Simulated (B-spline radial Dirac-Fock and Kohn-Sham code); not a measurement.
# Gd¹⁹⁺: core levels and X-ray properties

What does theory give for gadolinium as Gd¹⁹⁺? The session works out its X-ray form factor and Compton profile and the binding energy of each subshell.

Method: a free atom or ion on a radial basis; each step names its model; computed with B-spline radial Dirac-Fock and Kohn-Sham code, version 2.

### 1 What is computed

Gd¹⁹⁺ in the configuration [Kr] 4d9.

| Quantity | Value |
| --- | --- |
| nuclear charge | 64 |
| electrons | 45 |
| mass number | 158 |
| nuclear rms radius | 5.1569 fm |

### 2 X-ray scattering functions

Model: Dirac-Fock average of configuration, finite nucleus; form factor of the spherical density, Waller-Hartree incoherent function, impulse-approximation Compton profiles.

Recorded inputs:

```ini
task = scatter
Z = 64
charge = 19
configuration = 1s2 2s2 2p6 3s2 3p6 3d10 4s2 4p6 4d9
mass_number = 158
rms_radius = 5.1569  # fm
s = [0.0, 0.05, 0.1, 0.15, 0.2, 0.25, 0.3, 0.35, 0.4, 0.45, 0.5, 0.6, 0.7, 0.8, 0.9, 1.0, 1.1, 1.2, 1.4, 1.6, 1.8, 2.0, 2.5, 3.0, 3.5, 4.0, 5.0, 6.0]  # 1/A
pz = [0, 0.1, 0.2, 0.3, 0.4, 0.5, 0.6, 0.8, 1.0, 1.2, 1.4, 1.6, 1.8, 2.0, 2.5, 3.0, 4.0, 5.0, 7.0, 10.0, 15.0, 20.0, 30.0, 40.0, 60.0, 100.0]  # a.u.
photon_energy = [1000, 5000, 8047.8, 10000, 17479.3, 50000, 500000, 1000000]  # eV
```

Results of the run (chosen fields of its result record, rounded):

```text
{
  "status": "converged",
  "form_factor [e]": [45.0, 44.865, 44.465, 43.811, 42.923, 41.827, 40.554, 39.138, 37.615, 36.021, 34.391, 31.148, 28.095, 25.371, 23.037, 21.096, 19.507, 18.206, 16.191, 14.583, 13.118, 11.717, 8.6658, 6.6316, 5.4885, 4.824, 3.8907, 3.0528],
  "incoherent": [9.198e-12, 0.11391, 0.44968, 0.99014, 1.709, 2.5737, 3.549, 4.6002, 5.6958, 6.8097, 7.9217, 10.089, 12.145, 14.084, 15.914, 17.64, 19.259, 20.761, 23.398, 25.571, 27.369, 28.897, 31.963, 34.31, 36.154, 37.632, 39.812, 41.254],
  "compton_total [1/a.u.]": [3.1943, 3.1935, 3.191, 3.1867, 3.1808, 3.1731, 3.1637, 3.1397, 3.1084, 3.0699, 3.0238, 2.9701, 2.9088, 2.84, 2.638, 2.4025, 1.9022, 1.4729, 0.96369, 0.61429, 0.30514, 0.16318, 0.058655, 0.026267, 0.0077835, 0.0013198],
  "shells": ["1s1/2", "2s1/2", "2p1/2", "2p3/2", "3s1/2", "3p1/2", "3p3/2", "3d3/2", "3d5/2", "4s1/2", "4p1/2", "4p3/2", "4d3/2", "4d5/2"],
  "occupation": [2.0, 2.0, 2.0, 4.0, 2.0, 2.0, 4.0, 4.0, 6.0, 2.0, 2.0, 4.0, 3.6, 5.4],
  "mean_momentum [a.u.]": [62.671, 22.334, 29.671, 27.21, 11.226, 13.411, 12.691, 15.198, 14.933, 6.0147, 6.74, 6.4818, 7.1803, 7.0866],
  "r2 [bohr^2]": 7.3388,
  "r_inverse [1/bohr]": 415.09,
  "r1 [bohr]": 14.447,
  "coherent [b]": [1336.7, 1125.9, 894.89, 762.23, 444.43, 109.26, 1.8444, 0.47653],
  "incoherent_cross_section [b]": [0.097701, 2.0114, 4.1156, 5.4249, 9.633, 16.782, 12.682, 9.4096],
  "radial_jk": {
    "4d": {"j0": [1.0, 0.99298, 0.9722, 0.93842, 0.8929, 0.83728, 0.77348, 0.70364, 0.62995, 0.55458, 0.47959, 0.33777, 0.21578, 0.11986, 0.051549, 0.0087424, -0.012943, -0.018839, -0.0036535, 0.022095, 0.041739, 0.050552, 0.039035, 0.015977, 0.0012882, -0.0047151, -0.0051762, -0.0027942], "j2": [0.0, 0.002803, 0.011061, 0.02433, 0.041909, 0.062881, 0.086185, 0.11068, 0.13521, 0.15868, 0.18013, 0.21384, 0.23218, 0.23417, 0.22154, 0.19777, 0.16711, 0.13367, 0.071214, 0.026412, 0.0021955, -0.0057328, 0.006846, 0.021727, 0.025196, 0.021663, 0.011118, 0.0045955], "j4": [0.0, 2.8241e-06, 4.4653e-05, 0.00022163, 0.00068143, 0.001606, 0.0031903, 0.0056198, 0.009049, 0.013583, 0.019265, 0.033896, 0.051931, 0.071522, 0.090448, 0.1066, 0.1184, 0.12496, 0.12233, 0.1036, 0.077285, 0.050867, 0.0076384, -0.0024455, 0.002134, 0.0084507, 0.013303, 0.011151], "r2": 0.38205, "r4": 0.21923, "r6": 0.17285}
  }
}
```

Form factor and incoherent function, every second point:

| s (1/Å) | f (e) | f / N | S(s) |
| --- | --- | --- | --- |
| 0 | 45.00 | 1.000 | 0 |
| 0.100 | 44.46 | 0.988 | 0.4497 |
| 0.200 | 42.92 | 0.954 | 1.709 |
| 0.300 | 40.55 | 0.901 | 3.549 |
| 0.400 | 37.62 | 0.836 | 5.696 |
| 0.500 | 34.39 | 0.764 | 7.922 |
| 0.700 | 28.10 | 0.624 | 12.15 |
| 0.900 | 23.04 | 0.512 | 15.91 |
| 1.10 | 19.51 | 0.433 | 19.26 |
| 1.40 | 16.19 | 0.360 | 23.40 |
| 1.80 | 13.12 | 0.292 | 27.37 |
| 2.50 | 8.666 | 0.193 | 31.96 |
| 3.50 | 5.488 | 0.122 | 36.15 |
| 5.00 | 3.891 | 0.086 | 39.81 |

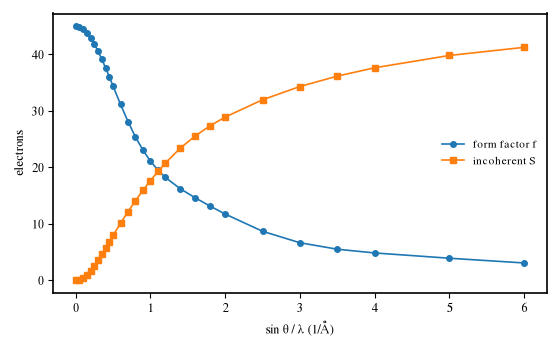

Form factor and incoherent scattering function.

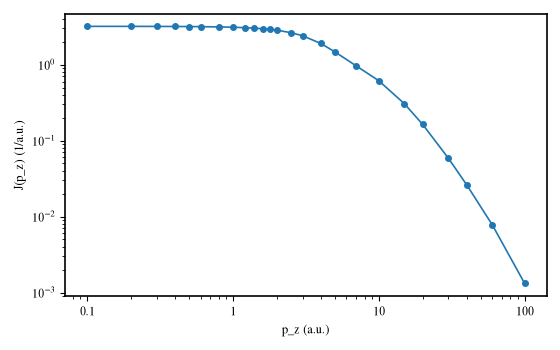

Compton profile, summed over all shells.

### 3 Binding energies

Model: Dirac-Fock average of configuration, Delta-SCF, finite nucleus, first-order Breit with its frequency dependence, self-energy and vacuum polarisation.

Recorded inputs:

```ini
task = binding
```

Results of the run (chosen fields of its result record, rounded):

```text
{
  "status": "converged",
  "shells": ["K", "L1", "L2", "L3", "M1", "M2", "M3", "M4", "M5", "N1", "N2", "N3", "N4,5"],
  "total_energy_parts [Ha]": [-11145.5304, 11.577551, -1.21565327, -0.157945704, 8.11938443, -1.26886329],
  "koopmans [eV]": [51025.6, 8948.15, 8500.55, 7803.1, 2411.82, 2217.89, 2071.35, 1741.29, 1709.85, 861.31, 781.307, 744.616, 607.377],
  "dirac_coulomb [eV]": [50961.8, 8917.81, 8466.12, 7770.82, 2401.79, 2207.14, 2061.41, 1729.47, "-", 859.533, 779.528, 743.02, 605.831],
  "gaunt [eV]": [-155.804, -16.0653, -27.9541, -19.7857, -2.7372, -4.92643, -3.30281, -1.91951, "-", -0.660755, -1.15795, -0.755077, -0.263607],
  "retardation [eV]": [11.6439, 1.25797, 3.11078, 3.10332, 0.196662, 0.533747, 0.537164, 0.166154, "-", 0.0596283, 0.139276, 0.139722, 0.0443522],
  "breit_frequency [eV]": [1.9202, -0.172428, -0.00533273, 0.835014, -0.0454011, -0.0390244, 0.158191, -0.0219767, "-", -0.012182, -0.011875, 0.0391459, -0.00359823],
  "self_energy [eV]": [-87.9044, -11.8082, 0.360131, -0.640408, -2.6127, 0.0499087, -0.141647, 0.217269, "-", -0.66895, 0.0160596, -0.0324164, 0.0391583],
  "vacuum_polarisation [eV]": [14.3678, 1.79672, 0.0170293, -0.0778661, 0.384846, 0.00193408, -0.0211649, -0.021837, "-", 0.0987904, 0.000402966, -0.00556191, -0.00512883],
  "binding [eV]": [50746.0, 8892.82, 8441.65, 7754.25, 2396.98, 2202.76, 2058.64, 1727.89, "-", 858.349, 778.514, 742.405, 605.642],
  "mean_radius [bohr]": [0.0219034, 0.0926798, 0.0775617, 0.0843615, 0.242674, 0.23266, 0.245272, 0.217889, 0.221834, 0.532544, 0.539205, 0.561582, 0.580837]
}
```

total_energy_parts: Dirac-Coulomb, Gaunt, retardation, frequency dependence, self-energy, vacuum polarisation. Blank entries are hole states that did not converge, or in which two open shells of one symmetry are about equally filled, where the average of configuration falls too low.

Each level as Koopmans' value plus corrections (eV):

| level | -ε | relaxation | Breit | QED | binding |
| --- | --- | --- | --- | --- | --- |
| K | 51025.6 | -63.80 | -142.24 | -73.54 | 50746.0 |
| L1 | 8948.1 | -30.34 | -14.98 | -10.01 | 8892.8 |
| L2 | 8500.6 | -34.43 | -24.85 | 0.38 | 8441.7 |
| L3 | 7803.1 | -32.28 | -15.85 | -0.72 | 7754.3 |
| M1 | 2411.8 | -10.03 | -2.59 | -2.23 | 2397.0 |
| M2 | 2217.9 | -10.75 | -4.43 | 0.05 | 2202.8 |
| M3 | 2071.4 | -9.95 | -2.61 | -0.16 | 2058.6 |
| M4 | 1741.3 | -11.83 | -1.78 | 0.20 | 1727.9 |
| N1 | 861.3 | -1.78 | -0.61 | -0.57 | 858.3 |
| N2 | 781.3 | -1.78 | -1.03 | 0.02 | 778.5 |
| N3 | 744.6 | -1.60 | -0.58 | -0.04 | 742.4 |
| N4,5 | 607.4 | -1.55 | -0.22 | 0.03 | 605.6 |

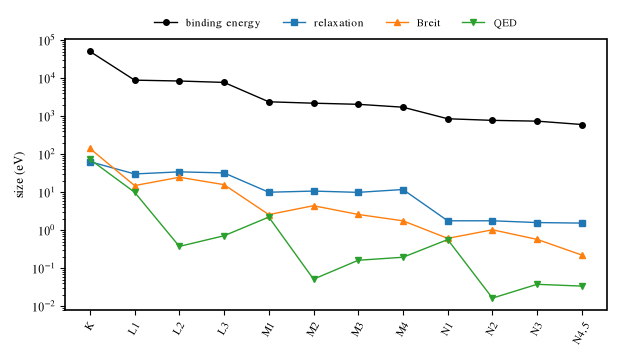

Binding energies and the sizes of their corrections, level by level (signs dropped).

Line energies follow by subtraction:

| line | energy (eV) |
| --- | --- |
| Kβ2' (K-N3) | 50003.6 |
| Kβ2'' (K-N2) | 49967.5 |
| Kβ1 (K-M3) | 48687.4 |
| Kβ3 (K-M2) | 48543.3 |
| Kα1 (K-L3) | 42991.8 |
| Kα2 (K-L2) | 42304.4 |
| Lγ3 (L1-N3) | 8150.4 |
| Lγ2 (L1-N2) | 8114.3 |
| Lγ5 (L2-N1) | 7583.3 |
| Lβ6 (L3-N1) | 6895.9 |
| Lβ3 (L1-M3) | 6834.2 |
| Lβ1 (L2-M4) | 6713.8 |
| Lβ4 (L1-M2) | 6690.1 |
| Lη (L2-M1) | 6044.7 |

### 4 Outcome

| quantity | value |
| --- | --- |
| rms radius of the electron cloud | 0.404 bohr |
| form factor halves at | 0.93 1/Å |
| Compton profile at zero | 3.194 1/a.u. |
| deepest level listed, K (1s) | 50746.0 eV |
| least bound, N4,5 (4d) | 605.6 eV |
| Kα1 | 42991.8 eV |
| ionisation energy, NIST (theoretical) | 601.000 eV |

The form factor starts at the 45 electrons and halves by s = 0.93 1/Å. Incoherent scattering outweighs coherent from 500 keV on, among the energies asked. For K (1s), relaxation takes off 63.8 eV, Breit terms shift it by -142.24 and QED by -73.54 eV. NIST's ionisation energy differs by -4.64 eV from the least binding energy; the calculation averages open shells over their j components and terms. The Hartree-Fock and Dirac-Fock values hold no electron correlation.
